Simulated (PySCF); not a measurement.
# GeO+: from the state search to spectroscopic constants

One job finds the state of GeO+, follows it along the bond with each method and fits the curves.

Program: PySCF 2.14.0. Level of theory: Ge pcseg-1, O pcseg-1, no relativity. These are calculated values, not measurements.

### 1 Input

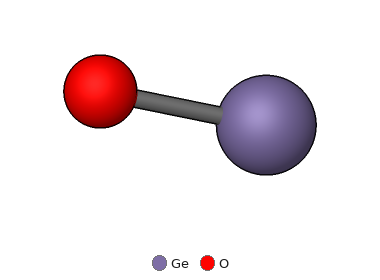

The two atoms at the starting distance (germanium purple, oxygen red).

The job is set up so:

| Quantity | Value |
| --- | --- |
| atoms | Ge, O |
| charge | 1 |
| basis | Ge pcseg-1, O pcseg-1 |
| Hamiltonian | no relativity |
| basis functions | 41 |
| electrons treated | 39 |
| masses in u | 73.9212, 15.9949 |
| levels | PBE0, PBE, r²SCAN, B2PLYP, TPSS, revPBE, CAM-B3LYP, HF, MP2, SCS-MP2, CCSD, CCSD(T) |
| grid | 80 radial by 434 angular points |
| occupations | held fixed by the projection of orbital angular momentum |
| dissociation limit | Ge+ + O, each in its ground configuration |
| starting distance in angstrom | 1.860 |
| values of 2S to try | 1, 3 |

Further steps of the session: First curve: PBE0; Higher solutions at PBE0; PBE; r²SCAN (meta-GGA); B2PLYP (double hybrid); TPSS; revPBE (GGA); CAM-B3LYP (range-separated hybrid); UHF; Adding correlation.

What does the calculation give? Wanted: for each run, Re; ωe; De; μ.

The runs gave:

Lowest PBE0 solution found, without spin–orbit coupling: ²Π (doublet), unpaired electrons π ↑. State 2 has its PBE0 minimum 0.31 eV higher. The other levels ran on the lowest alone.

| level | Re (Å) | ωe (cm⁻¹) | De (eV) | μ (D) |
| --- | --- | --- | --- | --- |
| UHF | 1.786 | 757 | 1.43 | -2.78 |
| UHF-MP2 | 1.814 | 719 | 3.20 | n/a |
| UHF-SCS-MP2 | 1.815 | 715 | 3.10 | n/a |
| UHF-CCSD | 1.817 | 707 | 2.96 | n/a |
| UHF-CCSD(T) | 1.826 | 688 | 3.09 | n/a |
| PBE | 1.841 | 671 | 4.00 | -2.16 |
| revPBE | 1.849 | 661 | 3.76 | -2.18 |
| TPSS | 1.834 | 681 | 3.77 | -2.18 |
| r²SCAN | 1.817 | 701 | 3.75 | -2.20 |
| PBE0 | 1.812 | 712 | 3.50 | -2.37 |
| CAM-B3LYP | 1.804 | 728 | 3.55 | -2.39 |
| B2PLYP | 1.821 | 698 | 3.42 | -2.68 |

De is counted to Ge+ + O in their ground configurations. A positive dipole points from Ge to O; in an ion it is taken about the centre of mass and does not tell which atom is negative.

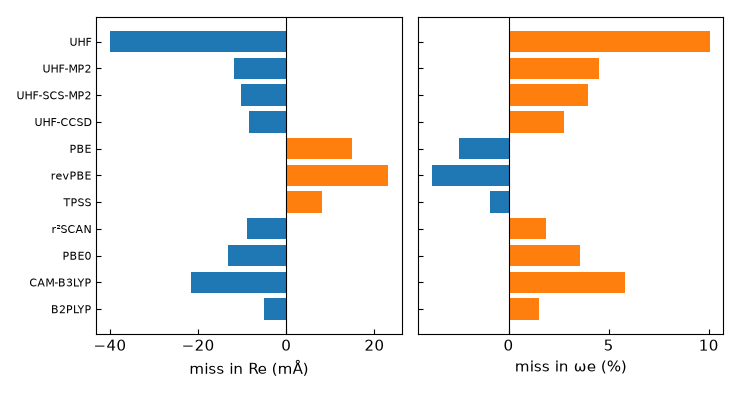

How far each level lies from CCSD(T) in the same basis.

In words: Judged by CCSD(T) in the same basis: best bond length B2PLYP (-5 mÅ), worst UHF (-40 mÅ); best wavenumber TPSS (-0.9 %), worst UHF (+10.0 %). Hartree–Fock falls on the short and stiff side, its usual fault. PBE has the long and soft bond that GGAs tend to give. CCSD(T) in a basis this small is itself some way from its limit, more so than the functionals. Among the levels with a De in the table, it runs from 1.43 eV (UHF) to 4.00 eV (PBE).

Correlated steps freeze 10 core orbitals. B2PLYP dipoles, levels and charges come from its SCF part alone.
